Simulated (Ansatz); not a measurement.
**Run report: C$_{2}$H$_{8}$B$_{2}$O, geometry relaxation (part 1 of 2)**

System: C$_{2}$H$_{8}$B$_{2}$O, SMILES CBBOC.
Method: RKS PBE-D4/def2-SVP (Ansatz 0.2.0).

The geometry: force-field start. Figures and captions count atoms from 1; the log counts them from 0 in places.

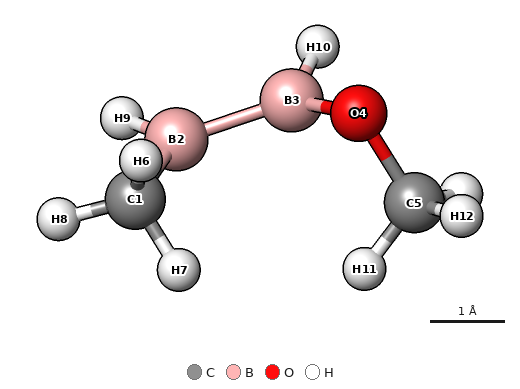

**Figure 1.** The structure as given in the input (ball-and-stick view, seen at a tilt; atoms are numbered from 1 in the order of the input). Bond lengths as drawn: B–B 1.65 Å, B–C 1.59 Å, B–H 1.20 to 1.23 Å, B–O 1.46 Å, C–H 1.03 to 1.14 Å and C–O 1.46 Å.

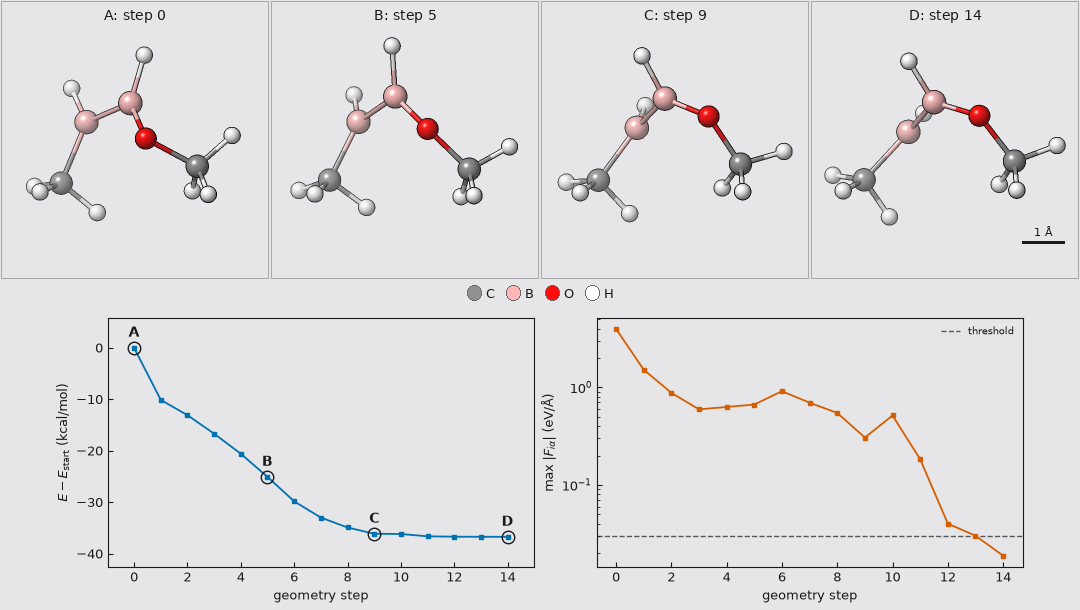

**Figure 2.** Frames of the relaxation (ball-and-stick view, seen at a tilt) above the curves, on which the letters mark them (the first geometry is step 0 here and step 1 in the log).

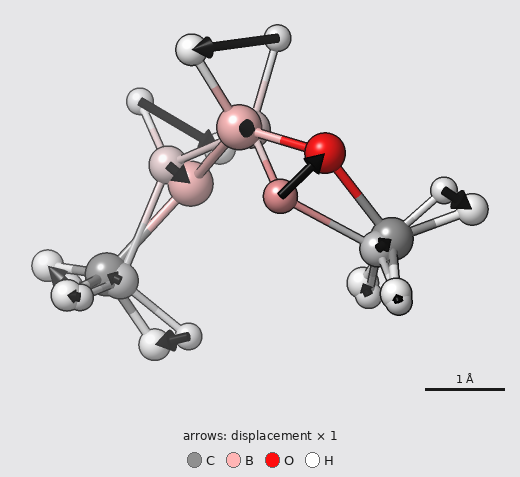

**Figure 3.** Start (faint) and end (solid) with the displacements as black arrows, at true length (ball-and-stick view, seen at a tilt). The two geometries are laid on each other by the best rigid fit. After 14 geometry steps the energy has fallen by 36.7 kcal/mol. The largest force component goes from 4 to 0.019 eV/Å. The atom that moves furthest after the best rigid fit is H10 (1.26 Å). By element the largest moves are H 1.26 Å, O 0.80 Å, B 0.37 Å, C 0.23 Å. Distances before and after: B3–O4 1.464 → 1.360 Å, C1–H6 1.032 → 1.107 Å, O4–C5 1.458 → 1.419 Å, B2–B3 1.655 → 1.692 Å. Among the angles that change: B3–O4–C5 106.0° → 122.3°, B2–C1–H8 106.3° → 114.3°, C1–B2–B3 119.5° → 126.0°. (Atoms are counted from 1 in the order of the input.)

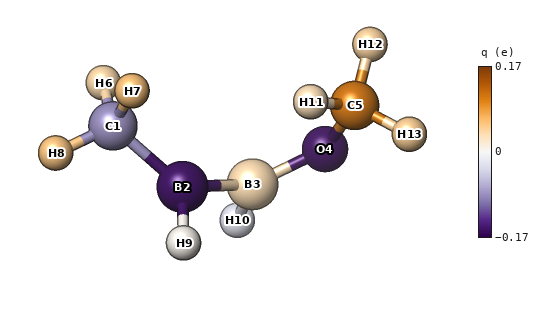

**Figure 4.** Mulliken charges, as the colour of each atom (ball-and-stick view, seen at a tilt; atoms are numbered from 1 in the order of the input). By element: C −0.09 to +0.12, B −0.16 to +0.04, O −0.16 and H −0.03 to +0.06 e.

These pictures come from the run below.

### The input
```yaml
crystal:
  periodic: [false, false, false]
  atoms:
    - {symbol: C, position_ang: [-0.903400, -0.736400, 1.549500]}
    - {symbol: B, position_ang: [0.042600, 0.529400, 1.368900]}
    - {symbol: B, position_ang: [1.038500, 0.621600, 0.050300]}
    - {symbol: O, position_ang: [1.161900, -0.437700, -0.953400]}
    - {symbol: C, position_ang: [0.246000, -0.080500, -2.030300]}
    - {symbol: H, position_ang: [-0.376900, -1.623900, 1.575900]}
    - {symbol: H, position_ang: [-1.628600, -0.719200, 0.684300]}
    - {symbol: H, position_ang: [-1.489600, -0.556800, 2.471800]}
    - {symbol: H, position_ang: [0.079800, 1.400200, 2.230700]}
    - {symbol: H, position_ang: [1.840700, 1.516500, 0.010500]}
    - {symbol: H, position_ang: [-0.823500, 0.041600, -1.658500]}
    - {symbol: H, position_ang: [0.279600, -0.872600, -2.756600]}
    - {symbol: H, position_ang: [0.553300, 0.883000, -2.528400]}
basis:
  gaussian: {orbitals: def2-SVP}
hamiltonian: {xc: pbe, dispersion: d4}
relax: {f_tol: 0.03, max_steps: 200}
```

Launched with:
```bash
ansatz run in.yaml --threads 4 --pin off --events-out ev --progress --plain --max-ram 10444MiB
```

### Output
```
Functional definition: PBE
  name "PBE"
  cite "Perdew, Burke & Ernzerhof, Phys. Rev. Lett. 77, 3865 (1996) doi:10.1103/PhysRevLett.77.3865"
  parent pbe
  parameter kappa = 0.804
  parameter beta = 0.06672455060314922
  exchange = pbe_x(kappa = kappa, mu = beta*pi^2/3)
  correlation = pbe_c(beta = beta)
1231 factors; their error is unknown
mean field evaluation 1: about -5579.9864 eV, gradient 6.5e1 eV
mean field evaluation 2: about -5534.2030 eV, gradient 1.4e2 eV
mean field evaluation 4: about -5590.2526 eV, gradient 9.9e0 eV
mean field evaluation 8: about -5590.5585 eV, gradient 1.3e-1 eV
mean field evaluation 16: about -5590.5213 eV, gradient 8.3e-4 eV
mean field -5590.52129517 eV, -205.4478682062 hartree, gradient 3.5e-5 eV, S^2 0.000000; 1 other end points of the search recorded, 0 dependent functions left out
the calculation of the forces begins
reference -5590.52133339 eV, -205.4478696108 hartree; 19, 19 occupied and 91, 91 virtual orbitals, 1231 factors
relax step   1: F+E_penalty+E_count = -5590.73138262 eV  Δ(F+E_penalty+E_count) = +0.000e0 eV  max|allowed force component| = 3.971e0 eV/Å  Δτ_max = 0.0000 Å  (42 SCF iters, accepted)
these checks for a lower state are left out or cut short: starts, cluster_reference, orbital_swaps, neighbouring_geometries, increment
1231 factors; their error is unknown
mean field -5590.96178598 eV, -205.4640559446 hartree, gradient 1.6e-5 eV, S^2 0.000000; 0 other end points of the search recorded, 0 dependent functions left out
[... from here on the field's lines of each further geometry are left out, up to the last ...]
relax step   2: F+E_penalty+E_count = -5591.17025496 eV  Δ(F+E_penalty+E_count) = -4.389e-1 eV  max|allowed force component| = 1.517e0 eV/Å  Δτ_max = 0.1729 Å  (35 SCF iters, accepted)
relax step   3: F+E_penalty+E_count = -5591.29913426 eV  Δ(F+E_penalty+E_count) = -1.289e-1 eV  max|allowed force component| = 8.787e-1 eV/Å  Δτ_max = 0.1239 Å  (28 SCF iters, accepted)
relax step   4: F+E_penalty+E_count = -5591.45502173 eV  Δ(F+E_penalty+E_count) = -1.559e-1 eV  max|allowed force component| = 5.951e-1 eV/Å  Δτ_max = 0.1998 Å  (28 SCF iters, accepted)
relax step   5: F+E_penalty+E_count = -5591.62412695 eV  Δ(F+E_penalty+E_count) = -1.691e-1 eV  max|allowed force component| = 6.294e-1 eV/Å  Δτ_max = 0.1961 Å  (29 SCF iters, accepted)
relax step   6: F+E_penalty+E_count = -5591.81877798 eV  Δ(F+E_penalty+E_count) = -1.947e-1 eV  max|allowed force component| = 6.658e-1 eV/Å  Δτ_max = 0.1959 Å  (28 SCF iters, accepted)
relax step   7: F+E_penalty+E_count = -5592.02463579 eV  Δ(F+E_penalty+E_count) = -2.059e-1 eV  max|allowed force component| = 9.127e-1 eV/Å  Δτ_max = 0.1957 Å  (35 SCF iters, accepted)
relax step   8: F+E_penalty+E_count = -5592.16142054 eV  Δ(F+E_penalty+E_count) = -1.368e-1 eV  max|allowed force component| = 6.956e-1 eV/Å  Δτ_max = 0.2000 Å  (28 SCF iters, accepted)
relax step   9: F+E_penalty+E_count = -5592.24499369 eV  Δ(F+E_penalty+E_count) = -8.357e-2 eV  max|allowed force component| = 5.469e-1 eV/Å  Δτ_max = 0.1953 Å  (28 SCF iters, accepted)
relax step  10: F+E_penalty+E_count = -5592.29775878 eV  Δ(F+E_penalty+E_count) = -5.277e-2 eV  max|allowed force component| = 3.060e-1 eV/Å  Δτ_max = 0.2000 Å  (27 SCF iters, accepted)
relax step  11: F+E_penalty+E_count = -5592.29973540 eV  Δ(F+E_penalty+E_count) = -1.977e-3 eV  max|allowed force component| = 5.147e-1 eV/Å  Δτ_max = 0.1999 Å  (27 SCF iters, accepted)
relax step  12: F+E_penalty+E_count = -5592.31936348 eV  Δ(F+E_penalty+E_count) = -1.963e-2 eV  max|allowed force component| = 1.833e-1 eV/Å  Δτ_max = 0.1199 Å  (29 SCF iters, accepted)
relax step  13: F+E_penalty+E_count = -5592.32239265 eV  Δ(F+E_penalty+E_count) = -3.029e-3 eV  max|allowed force component| = 4.012e-2 eV/Å  Δτ_max = 0.0148 Å  (30 SCF iters, accepted)
relax step  14: F+E_penalty+E_count = -5592.32312431 eV  Δ(F+E_penalty+E_count) = -7.317e-4 eV  max|allowed force component| = 3.023e-2 eV/Å  Δτ_max = 0.0232 Å  (29 SCF iters, accepted)
the calculation of the forces begins
reference -5592.12075464 eV, -205.5066472576 hartree; 19, 19 occupied and 91, 91 virtual orbitals, 1231 factors
relax step  15: F+E_penalty+E_count = -5592.32367704 eV  Δ(F+E_penalty+E_count) = -5.527e-4 eV  max|allowed force component| = 1.884e-2 eV/Å  Δτ_max = 0.0426 Å  (28 SCF iters, accepted)
1231 factors; their error is unknown
mean field evaluation 128: about -5590.9504 eV, gradient 2.4e1 eV
mean field -5592.12071548 eV, -205.5066458182 hartree, gradient 2.3e-5 eV, S^2 0.000000; 1 other end points of the search recorded, 0 dependent functions left out
the calculation of the forces begins
reference -5592.12075464 eV, -205.5066472576 hartree; 19, 19 occupied and 91, 91 virtual orbitals, 1231 factors
Total energy: -5592.32371620 eV, -205.5141059573 hartree
Atom 0 at    -0.823406    -0.756907     1.743765 Å, force    -0.011917    -0.005109    -0.007943 eV/Å
Atom 1 at    -0.150415     0.484571     1.058515 Å, force    -0.004904    -0.004867    -0.008881 eV/Å
Atom 2 at     1.229395     0.453831     0.079468 Å, force     0.006350    -0.005292    -0.008143 eV/Å
Atom 3 at     1.344404     0.312433    -1.267846 Å, force    -0.018844     0.008696    -0.001334 eV/Å
Atom 4 at     0.216164     0.153691    -2.113507 Å, force     0.011014     0.000876     0.004195 eV/Å
Atom 5 at    -0.264070    -1.712020     1.711933 Å, force     0.003972     0.001437     0.000729 eV/Å
Atom 6 at    -1.753089    -0.907869     1.136623 Å, force     0.006267     0.004996     0.012101 eV/Å
Atom 7 at    -1.192371    -0.566063     2.773256 Å, force     0.001809     0.003581    -0.006803 eV/Å
Atom 8 at    -0.653185     1.577213     1.308544 Å, force    -0.005153     0.000927     0.008804 eV/Å
Atom 9 at     2.313735     0.594477     0.647374 Å, force     0.007792    -0.000314     0.004545 eV/Å
Atom 10 at    -0.736992     0.113959    -1.538770 Å, force     0.006488     0.001307    -0.000948 eV/Å
Atom 11 at     0.322840    -0.784496    -2.696966 Å, force    -0.004372     0.002738     0.001295 eV/Å
Atom 12 at     0.167390     1.002381    -2.827691 Å, force     0.001498    -0.008977     0.002384 eV/Å
Dipole moment:    -0.366347    -0.159076    -0.189214 e Å
```

### Trajectory as extended XYZ (Å, eV, eV/Å), 15 frames, from step=1 to step=15
```
13
Properties=species:S:1:pos:R:3:forces:R:3 step=1 energy=-5590.73138
C    -0.9034   -0.7364    1.5495   -1.7205   3.9713   0.3421
B     0.0426    0.5294    1.3689   -1.3741  -0.7896   0.8913
B     1.0385    0.6216    0.0503    1.5751  -1.6620  -1.9885
O     1.1619   -0.4377   -0.9534   -1.1324   2.1479   0.6654
C     0.2460   -0.0805   -2.0303    0.1401   0.7587   1.3295
H    -0.3769   -1.6239    1.5759    1.3865  -2.7269  -0.1231
H    -1.6286   -0.7192    0.6843    0.4155  -0.2853   0.2226
H    -1.4896   -0.5568    2.4718   -0.1541  -0.5776   0.0451
H     0.0798    1.4002    2.2307   -0.1006  -0.0326  -0.0533
H     1.8407    1.5165    0.0105    0.5430   0.4396  -0.4374
H    -0.8235    0.0416   -1.6585    0.5816  -0.0986  -0.2579
H     0.2796   -0.8726   -2.7566   -0.0355  -0.8192  -0.7793
H     0.5533    0.8830   -2.5284   -0.1245  -0.3257   0.1435
13
Properties=species:S:1:pos:R:3:forces:R:3 step=2 energy=-5591.17025
C    -0.9391   -0.7138    1.5879   -0.3696   1.2994   0.1102
B     0.0093    0.5315    1.3456    0.0137  -0.4769   0.8961
B     1.1854    0.5983    0.0736   -0.1163  -0.8093  -1.5174
O     1.1764   -0.3939   -0.9610   -0.5608   1.3658   0.5674
C     0.2404   -0.0584   -2.0051    0.3524  -0.0673   0.5050
H    -0.3778   -1.6459    1.5568    0.2908  -0.7019  -0.1748
H    -1.6409   -0.7302    0.7161    0.0722  -0.2077  -0.0029
H    -1.5605   -0.6588    2.5121    0.1753  -0.0815  -0.1978
H    -0.0103    1.4306    2.1784   -0.1708   0.1506  -0.1609
H     1.9667    1.5343   -0.1066    0.1869  -0.1308   0.1921
H    -0.8076    0.0602   -1.6197    0.1984  -0.0293  -0.0569
H     0.2508   -0.8778   -2.7369   -0.0287  -0.2016  -0.2152
H     0.5275    0.8889   -2.5266   -0.0434  -0.1095   0.0552
13
Properties=species:S:1:pos:R:3:forces:R:3 step=3 energy=-5591.29913
C    -0.9325   -0.6948    1.5960    0.4329  -0.3185   0.3264
B     0.0417    0.5289    1.4160   -0.3263   0.3809  -0.1204
B     1.1830    0.6310    0.0624    0.4002  -0.5370   0.0331
O     1.1457   -0.3362   -0.9492   -0.5284   0.8787  -0.0225
C     0.2266   -0.0675   -2.0094    0.2666  -0.4239   0.0239
H    -0.3807   -1.6650    1.4609   -0.2381   0.2427  -0.0074
H    -1.6359   -0.6739    0.7292    0.0024   0.0406  -0.0608
H    -1.5442   -0.7403    2.5311    0.2090   0.0686  -0.2909
H    -0.0912    1.4997    2.1697    0.0682  -0.1781  -0.1122
H     2.0778    1.4955   -0.0680   -0.2497  -0.2146   0.1720
H    -0.8192    0.0456   -1.6414   -0.0475  -0.0151   0.0182
H     0.2530   -0.9206   -2.7216   -0.0018   0.1042   0.0641
H     0.4960    0.8629   -2.5610    0.0127  -0.0285  -0.0236
```
